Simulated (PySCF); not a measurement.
# One shape, several levels: C2H3ClF2 (1-chloro-1,1-difluoroethane)

Wanted: a comparison of 6 runs (B3LYP/6-31G*, B2PLYP/cc-pVDZ, B3LYP/cc-pVDZ, BLYP/cc-pVDZ, PBE0/cc-pVDZ, revPBE/cc-pVDZ) of C2H3ClF2 (1-chloro-1,1-difluoroethane). The job is set up through a Python script.

The calculation is run with PySCF 2.14.0.

2 further runs of the same task are left out: 2 set aside as unsound or not needed.

### 1 The molecule

C2H3ClF2: 8 atoms, total charge 0, spin state singlet. SMILES: `CC(F)(F)Cl`. The coordinates come from a PBE0-D4/def2-TZVP relaxation.

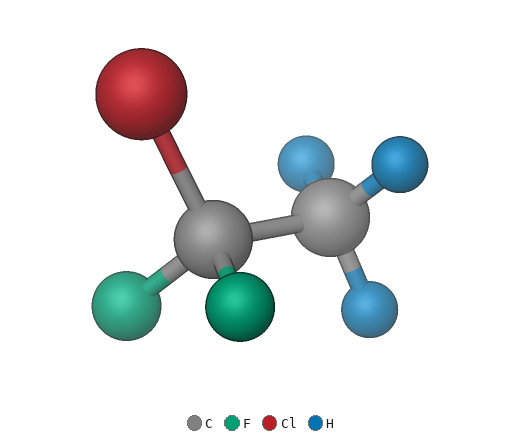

The structure, seen from a chosen angle (carbon grey, fluorine teal, chlorine red, hydrogen blue).

### 2 A single-point energy at B3LYP/6-31G(d) (spherical functions) (run 1)

The input, mol.xyz:

```xyz
8
C2H3ClF2
C     -0.591960    -0.305640     0.477310
C      0.524930     0.179790    -0.395910
F      1.713900     0.014330     0.206290
F      0.571970    -0.511300    -1.546500
Cl     0.352900     1.905700    -0.801400
H     -0.600880     0.257090     1.409000
H     -0.428120    -1.363800     0.687730
H     -1.542750    -0.176190    -0.036530
```

The input, calc.py:

```python
from pyscf import gto, dft

system = gto.M(
    atom='mol.xyz',
    max_memory=1860,
    basis='6-31g*',
    verbose=3,
    spin=0,
    charge=0,
)

mf = dft.RKS(system)
mf.xc = 'b3lyp'
mf.grids.level = 5
mf.conv_tol = 1e-10
mf.kernel()
if not mf.converged:
    mf = mf.newton().run(mf.mo_coeff, mf.mo_occ)

e_tot = mf.e_tot
print(f'total energy: {e_tot:.8f} hartree')
```

The run is started by

```sh
$ OMP_NUM_THREADS=1 python calc.py
```

Standard output:

```text
converged SCF energy = -737.891849412578
total energy: -737.89184941 hartree
```

Run time: 19 s. Hardware: 1 thread of Intel Xeon at 2.70GHz, shared host; peak memory 0.41 GiB.

### 3 The energy at B2PLYP/cc-pVDZ (run 2)

The input, input.xyz:

```xyz
8

C     -0.591960    -0.305640     0.477310
C      0.524930     0.179790    -0.395910
F      1.713900     0.014330     0.206290
F      0.571970    -0.511300    -1.546500
Cl     0.352900     1.905700    -0.801400
H     -0.600880     0.257090     1.409000
H     -0.428120    -1.363800     0.687730
H     -1.542750    -0.176190    -0.036530
```

The input, input.py:

```python
from pyscf import gto, dft, mp

mol = gto.M(
    atom='input.xyz',
    spin=0,
    basis='cc-pvdz',
    charge=0,
    max_memory=1860,
    verbose=3,
)

mf = dft.RKS(mol, xc='0.53*HF + 0.47*B88, 0.73*LYP')
mf.conv_tol = 1e-10
mf.grids.level = 5
mf.kernel()
if not mf.converged:
    mf = mf.newton().run(mf.mo_coeff, mf.mo_occ)

pt = mp.MP2(mf, frozen=9).run()
e_final = mf.e_tot + 0.27 * pt.e_corr
print('PT2 part  %.8f' % (0.27 * pt.e_corr))
print('E(%s) = %.9f' % ('B2PLYP', e_final))
```

The run is started by

```sh
$ OMP_NUM_THREADS=1 python input.py
```

Standard output:

```text
converged SCF energy = -737.290620201146
E(RMP2) = -738.236715772063  E_corr = -0.946095570917296
E(SCS-RMP2) = -738.207695907735  E_corr = -0.917075706589098
PT2 part  -0.25544580
E(B2PLYP) = -737.546066005
```

Wall time 28 s (1 thread of Intel Xeon at 2.70GHz, shared host); peak memory 0.46 GiB.

Runs 3 to 5 aren't shown in full; the table further down has their settings and results.

### 4 The energy at revPBE/cc-pVDZ (run 6)

The input, run.py:

```python
# CC(F)(F)Cl
from pyscf import gto, dft

mol = gto.M(
    atom='''
C     -0.591960    -0.305640     0.477310
C      0.524930     0.179790    -0.395910
F      1.713900     0.014330     0.206290
F      0.571970    -0.511300    -1.546500
Cl     0.352900     1.905700    -0.801400
H     -0.600880     0.257090     1.409000
H     -0.428120    -1.363800     0.687730
H     -1.542750    -0.176190    -0.036530
''',
    basis='cc-pvdz',
    max_memory=1860,
    spin=0,
    verbose=3,
    charge=0,
)

mf = dft.RKS(mol)
mf.xc = 'revpbe'
mf.conv_tol = 1e-10
mf.grids.level = 5
mf.kernel()
if not mf.converged:
    mf = mf.newton().run(mf.mo_coeff, mf.mo_occ)

energy = mf.e_tot
print(f'total energy: {energy:.8f} hartree')
```

The run is started by

```sh
$ OMP_NUM_THREADS=1 python run.py
```

Standard output:

```text
converged SCF energy = -737.748618441885
total energy: -737.74861844 hartree
```

Run time: 31 s. Hardware: 1 thread of Intel Xeon at 2.70GHz, shared host; peak memory 0.46 GiB.

### 5 Overview of the runs

```tsv
run	level	frozen core orbitals	energy (Eh)	dipole moment (D)	HOMO energy (eV)	LUMO energy (eV)	wall time
1	B3LYP/6-31G* (spherical functions)	–	-737.891849	2.09	-8.82	0.50	19 s
2	B2PLYP/cc-pVDZ	9	-737.546066	2.24	-10.48	2.51	28 s
3	B3LYP/cc-pVDZ	–	-737.936638	2.08	-8.82	0.65	22 s
4	BLYP/cc-pVDZ	–	-737.855473	1.94	-7.38	-0.05	28 s
5	PBE0/cc-pVDZ	–	-737.496816	2.15	-9.16	0.91	23 s
6	revPBE/cc-pVDZ	–	-737.748618	1.99	-7.54	-0.10	31 s
```

### 6 Results

```
            quantity          value
 run 6: total energy  -737.74862 Eh
run 6: dipole moment         1.99 D
  run 6: HOMO energy       -7.54 eV
  run 6: LUMO energy       -0.10 eV
run 6: HOMO–LUMO gap        7.44 eV
```

The dipole moment (its size) runs from 1.94 D (BLYP/cc-pVDZ) to 2.24 D (B2PLYP/cc-pVDZ). A double hybrid's value is that of its SCF part. The HOMO–LUMO gap runs from 7.33 eV (BLYP/cc-pVDZ) to 12.99 eV (B2PLYP/cc-pVDZ). Totals of different functionals can't be ranked against each other. All runs together took 2.5 min, the longest 31 s.
